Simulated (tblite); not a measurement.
# Frequency calculation of C$_{3}$H$_{10}$O$_{4}$Si$_{3}$

- system: C$_{3}$H$_{10}$O$_{4}$Si$_{3}$
- method: GFN2-xTB harmonic vibrations, gas phase (tblite 0.8.0)

It belongs to a series of runs on one base structure; here: H on C replaced by OCOCH3.

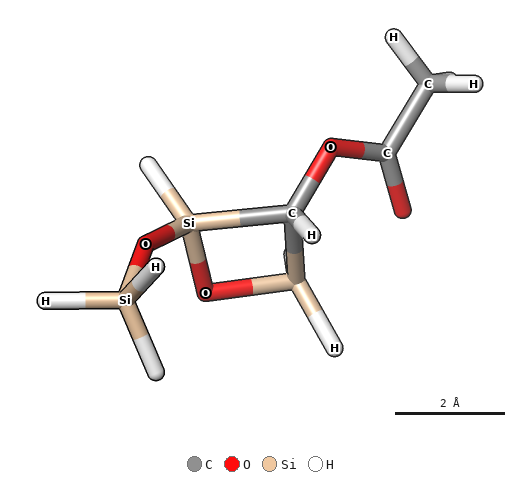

Fig. 1: The input geometry (stick view, seen at a tilt). Bond lengths as drawn: C–C 1.50 Å, C–H 1.09 Å, C–O 1.22 to 1.43 Å, C–Si 1.92 Å, H–Si 1.45 to 1.46 Å and O–Si 1.61 to 1.72 Å.

### The input
```
{"job": {"kind": "ir", "xc": "GFN2-xTB", "basis": "xTB"}, "charge": 0, "multiplicity": 1}
C      3.806332    -0.117488    -0.314500
C      2.358441    -0.358041    -0.638272
O      1.982302    -0.870646    -1.678873
O      1.545656     0.031756     0.315050
C      0.161414    -0.233659     0.054402
Si    -0.290692    -0.286634    -1.809151
O     -1.671830     0.610264    -1.330261
Si    -1.237981     1.079552     0.169954
O     -2.364773     0.798254     1.278699
Si    -3.612788    -0.052868     1.879852
H      4.224362    -1.028548     0.110695
H      4.351281     0.115101    -1.224652
H      3.898137     0.684289     0.411685
H     -0.090492    -1.148501     0.599007
H     -0.721049    -1.573863    -2.314228
H      0.314272     0.664141    -2.726483
H     -0.866758     2.475019     0.285869
H     -3.085073    -0.674148     3.095337
H     -4.633629     0.953953     2.160497
H     -4.072281    -1.057254     0.923699
```

The first line tells a small driver script what to run in tblite; the rest is the geometry in Å.

Machine: 1 CPU thread, shared host.

Launched with:
```bash
OMP_NUM_THREADS=1 python <driver script> task.json out
```

### The program's output
```
mode    cm-1     km/mol
  1     -29.5      0.54
  2      26.7      0.75
  3      34.7      0.31
  4      42.0      1.64
  5      86.8      6.49
  6      95.8      1.17
  7     116.8     28.92
  8     146.9      3.03
  9     157.3      9.84
 10     237.3     27.00
 11     288.2     16.34
 12     317.2      7.75
 13     360.2     24.58
 14     434.9      2.80
 15     511.8     52.64
 16     520.1     77.30
 17     568.7     52.16
 18     588.9     30.85
 19     600.4     17.30
 20     602.4     22.33
 21     620.0     45.31
 22     628.8    102.61
 23     672.0    288.07
 24     692.6    133.46
 25     712.4    330.80
 26     738.2    141.45
 27     758.4     12.68
 28     762.9    218.52
 29     779.3    281.13
 30     800.1    290.50
 31     818.9    231.11
 32     898.5    174.66
 33     940.5    108.93
 34     985.1      8.18
 35    1009.4     40.22
 36    1015.4     17.26
 37    1076.4     59.44
 38    1112.1    757.30
 39    1231.1     88.37
 40    1278.9    206.88
 41    1366.4     52.37
 42    1436.0     14.56
 43    1444.8      9.17
 44    1673.4    438.14
 45    2245.9    346.03
 46    2264.0    346.34
 47    2279.9     98.31
 48    2348.5    271.20
 49    2376.4    246.54
 50    2387.6    373.48
 51    2906.5     45.02
 52    3021.3      1.21
 53    3053.3      1.03
 54    3065.8      5.95
```

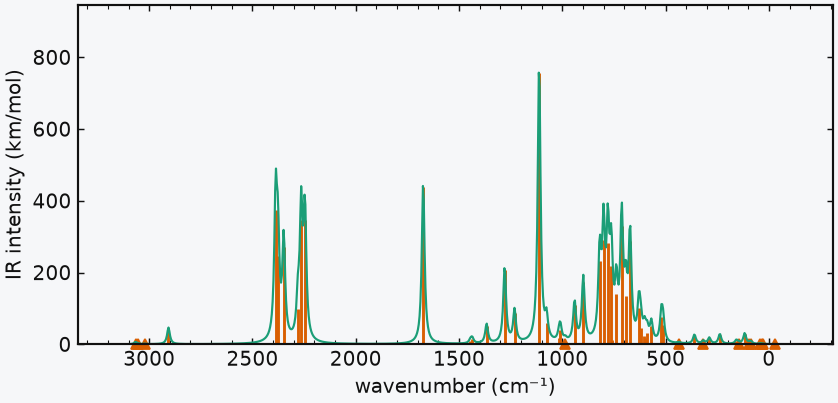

Fig. 2: Harmonic infrared spectrum, unscaled: sticks (degenerate modes added up, dark ones marked on the axis) with a Lorentzian envelope of 16 cm⁻¹ full width, scaled to the tallest stick; imaginary modes are drawn at negative wavenumbers. 54 modes from 30i to 3066 cm⁻¹, 1 imaginary beyond 8i (30i cm⁻¹): not a clean minimum; so soft a mode can be a shallow saddle, an incomplete relaxation or noise of the force constants. The strongest line is at 1112 cm⁻¹ (757 km/mol).

### Summary

| quantity | value |
| --- | --- |
| outcome | converged |
| total energy | −902.7899 eV |
| zero-point energy | 78.8240 kcal/mol |
| wall time | 2.4 s |
| peak memory | 0.18 GiB |
